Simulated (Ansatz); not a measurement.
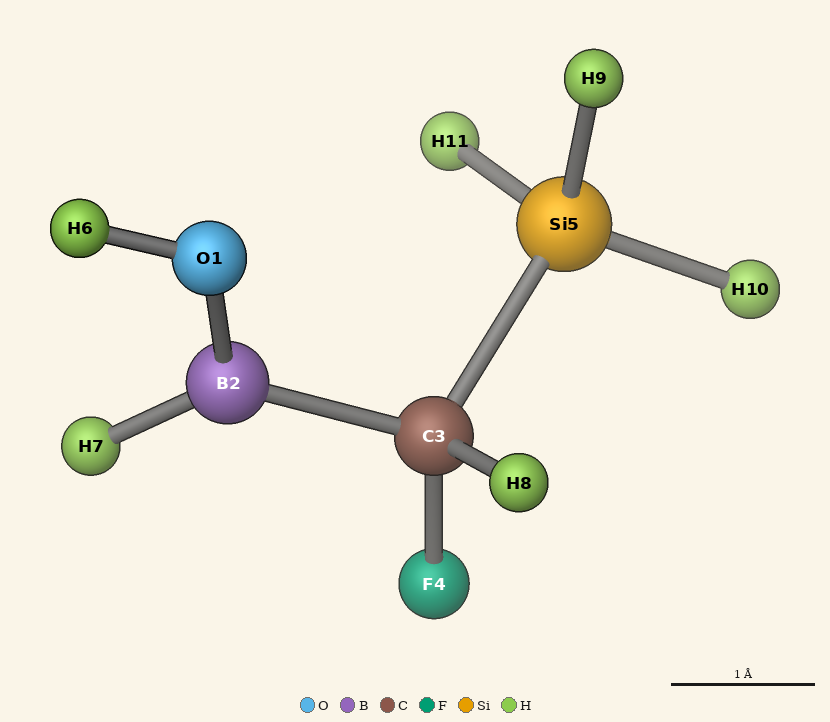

Orthographic view. Depth is shown by fading: the farther an atom, the more it takes the colour of the background. Computed geometry: PBE0-D4/def2-TZVP optimisation. No frequency run is at hand to confirm it as a minimum.

Write a MOL file (V2000) with the atoms in numerical order, bonds sorted by atom number with the orders drawn, and coordinates in the frame of the picture: x right, y up, z towards the viewer, origin at the mean position.

```
CH6BFOSi
                    3D

 11 10  0  0  0  0  0  0  0  0999 V2000
   -1.3100    0.4500    1.5000 O   0  0  0  0  0  0  0  0  0  0  0  0
   -1.1800   -0.4200    0.4700 B   0  0  0  0  0  0  0  0  0  0  0  0
    0.2700   -0.7900    0.0200 C   0  0  1  0  0  0  0  0  0  0  0  0
    0.2700   -1.8300   -0.9300 F   0  0  0  0  0  0  0  0  0  0  0  0
    1.1800    0.6900   -0.7400 Si  0  0  0  0  0  4  0  0  0  0  0  0
   -2.2200    0.6600    1.7100 H   0  0  0  0  0  0  0  0  0  0  0  0
   -2.1400   -0.8700   -0.1000 H   0  0  0  0  0  0  0  0  0  0  0  0
    0.8700   -1.1200    0.8800 H   0  0  0  0  0  0  0  0  0  0  0  0
    1.3900    1.7200    0.3100 H   0  0  0  0  0  0  0  0  0  0  0  0
    2.4900    0.2400   -1.2700 H   0  0  0  0  0  0  0  0  0  0  0  0
    0.3800    1.2800   -1.8500 H   0  0  0  0  0  0  0  0  0  0  0  0
  1  2  1  0
  1  6  1  0
  2  3  1  0
  2  7  1  0
  3  4  1  0
  3  5  1  0
  3  8  1  0
  5  9  1  0
  5 10  1  0
  5 11  1  0
M  END
```
